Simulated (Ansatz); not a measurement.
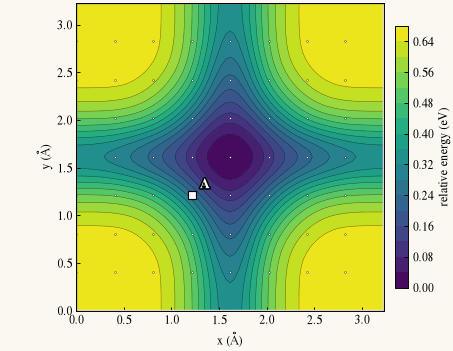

Si on a Si₂W(001) slab cut from the I4/mmm phase, its upper half relaxed before the scan (6 atoms of substrate and one adsorbate in a 1 × 1 cell). Si is moved over the surface cell; relaxed at each place: the height of the adsorbate's atoms; substrate rigid; the origin of the map has the adsorbate above Si6. Places are given modulo a cell vector. The map is drawn in real space over the plane of the surface. Grid: 8 × 8 points; 15 points were computed and 49 follow by symmetry. Energies: eV, counted from the lowest grid point. With one adsorbate in each 1 × 1 cell, its nearest image is 3.2 Å away, so neighbouring adsorbates interact. Level of theory: DFT PBE, scalar-relativistic, plane waves, PAW in Ansatz 0.2.0. Settings: cutoff 420 eV, k-mesh 8×8×1, gaussian smearing 0.1 eV, no spin polarisation.

In the figure: filled contours, dots at the grid points, the outline of one cell of the plane, the point A. Between grid points the surface is interpolated.

> Is A at rest? If not, where is it pushed?

A, at (3/8, 3/8) of the cell vectors, is not a stationary point. The computed force is 0.82 eV/Å in the plane, pointing up and right in the picture (components 0.58 and 0.58 eV/Å).

PAW datasets: the set soft_1.
